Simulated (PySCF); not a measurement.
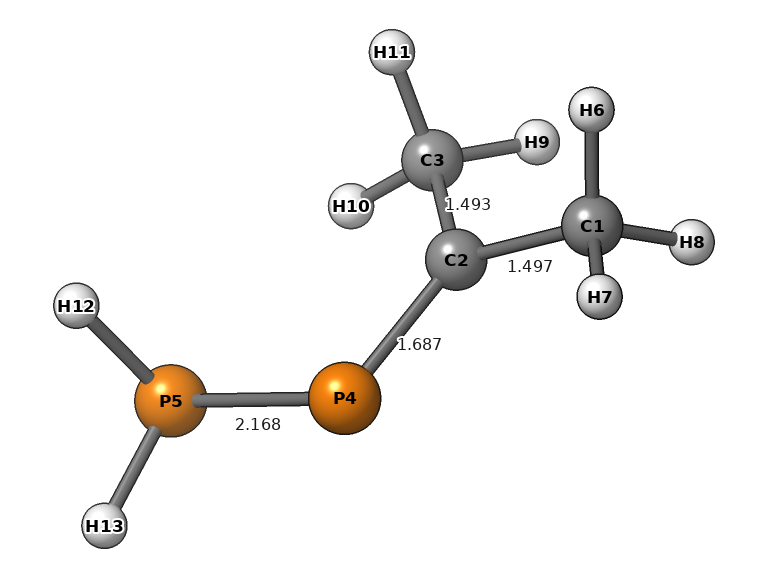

The numbers beside the sticks are distances in Å. Sticks don't show bond order. The computed structure is the end point of a GFN2-xTB optimisation. No frequency run is at hand to confirm it as a minimum.

Q: Assign a bond order to each marked bond.

A: C1–C2 single; C2–C3 single; C2–P4 double; P4–P5 single.

Q: Write the SMILES.

A: CC(C)=PP
